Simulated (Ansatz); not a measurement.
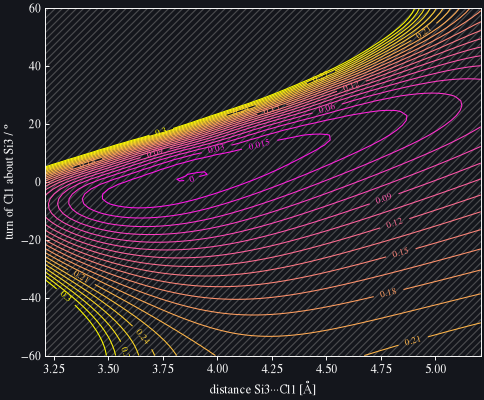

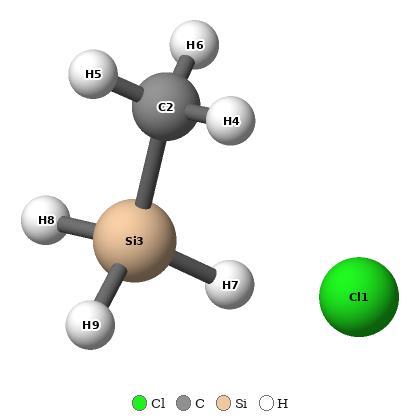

Energy landscape of the pair Cl···CH₆Si, charge −1. The turn is about an axis along (0.92, 0.30, −0.25) in the frame of the relaxed pair, normal to the line between the partners. Coordinates scanned: (1) distance Si3···Cl1; (2) turn of Cl1 about Si3. Grid: 13 × 13 points. At 5 points there is no value (left out of the scan, as a rule where atoms come close). Energies: eV, counted from the lowest grid point. All numbers below come from Ansatz 0.2.0, RHF/def2-SVPD.

Drawn: contour lines labelled in eV (none above 0.3), hatched blanks where no value was computed. Between grid points the surface is interpolated. The second picture is the structure at the lowest point.

**Describe this landscape.**

The lowest grid point is at distance Si3···Cl1 = 3.795 Å, turn of Cl1 about Si3 = 0°. It is the only kind of minimum in the scanned range. The highest grid point, distance Si3···Cl1 = 3.208 Å, turn of Cl1 about Si3 = 60°, lies 22.98 eV above the lowest. Round the minimum the valley is strongly tilted: raising distance Si3···Cl1 shifts the best value of turn of Cl1 about Si3 upwards (coupling k₁₂/√(k₁₁k₂₂) about −0.8).

The values on the grid:

```tsv
turn of Cl1 about Si3 ↓, distance Si3···Cl1 →	3.208	3.269	3.370	3.495	3.637	3.795	3.965	4.148	4.341	4.544	4.757	4.978	5.208
60	22.98	20.23	16.77	13.24	9.59	6.42	4.05	2.42	1.39	0.78	0.43	0.25	0.17
50	–	–	–	12.32	8.23	5.27	3.25	1.91	1.08	0.59	0.32	0.18	0.12
40	–	–	11.58	7.86	5.14	3.22	1.94	1.11	0.60	0.31	0.16	0.10	0.07
30	6.81	5.81	4.44	3.16	2.12	1.33	0.78	0.43	0.22	0.10	0.05	0.04	0.05
20	2.12	1.82	1.39	0.98	0.64	0.38	0.21	0.10	0.04	0.02	0.02	0.04	0.06
10	0.59	0.49	0.35	0.23	0.13	0.06	0.02	0.01	0.01	0.02	0.04	0.06	0.08
0	0.15	0.11	0.07	0.03	0.01	0.00	0.00	0.02	0.03	0.05	0.07	0.09	0.11
−10	0.08	0.06	0.04	0.02	0.02	0.02	0.03	0.05	0.07	0.08	0.10	0.12	0.13
−20	0.15	0.13	0.10	0.08	0.07	0.07	0.08	0.09	0.10	0.12	0.13	0.15	0.16
−30	0.26	0.23	0.19	0.15	0.13	0.12	0.12	0.13	0.14	0.15	0.16	0.17	0.18
−40	0.37	0.32	0.27	0.22	0.19	0.17	0.16	0.16	0.17	0.17	0.18	0.19	0.20
−50	0.44	0.39	0.33	0.27	0.23	0.21	0.19	0.19	0.19	0.19	0.20	0.21	0.21
−60	0.48	0.42	0.36	0.30	0.26	0.23	0.21	0.20	0.20	0.21	0.21	0.22	0.22
```

The input of one point:

```yaml
crystal:
  periodic: [false, false, false]
  atoms:
    - { symbol: Cl, position_ang: [-0.878673, 0.101365, -3.1232] }
    - { symbol: C, position_ang: [-0.19921, 0.940619, 0.415841] }
    - { symbol: Si, position_ang: [0.371675, -0.851244, 0.330956] }
    - { symbol: H, position_ang: [-0.56378, 1.237575, -0.567856] }
    - { symbol: H, position_ang: [0.624444, 1.598382, 0.707923] }
    - { symbol: H, position_ang: [-1.002927, 1.059042, 1.148226] }
    - { symbol: H, position_ang: [-0.727224, -1.790608, 0.011707] }
    - { symbol: H, position_ang: [0.872671, -1.252029, 1.691558] }
    - { symbol: H, position_ang: [1.510764, -1.048897, -0.593876] }
total_charge: -1
basis:
  gaussian: { orbitals: def2-SVPD }
hamiltonian:
  xc: hf
output:
  forces: true
```

The whole map (164 points run) took 9.3 min on 1 thread of AMD EPYC 7R32 (Zen 2) (shared host).
